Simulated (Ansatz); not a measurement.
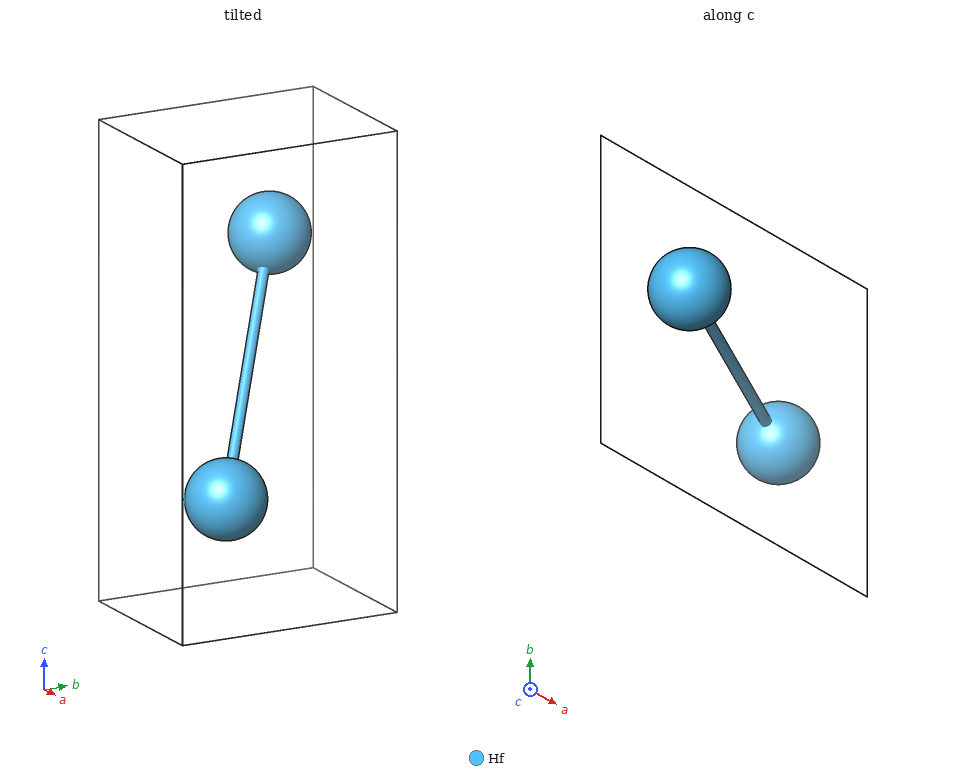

This ball-and-stick model is shown slightly off an axis and along the c axis. Atoms at the boundary of the conventional unit cell (the box) are drawn once for each face, edge or corner they touch.

Lattice: a = 3.20 Å, b = 3.20 Å, c = 5.06 Å, α = 90.00°, β = 90.00°, γ = 120.00°.

How many atoms does the box hold, once sharing is allowed for?

2 (hafnium), counting shared atoms by their share.

What is the Hermann-Mauguin symbol of the space group?

P6_3/mmc (No. 194), with Hf on 2d.

Structure type?

Hexagonal close-packed (Mg type).

Does the bonding give isolated units, chains, sheets or a framework?

The bonds build a three-dimensional framework.

The starting point was the standard structure of this element. Earlier steps of the study may have refined or changed the cell and positions. It went into a calculation with Ansatz.
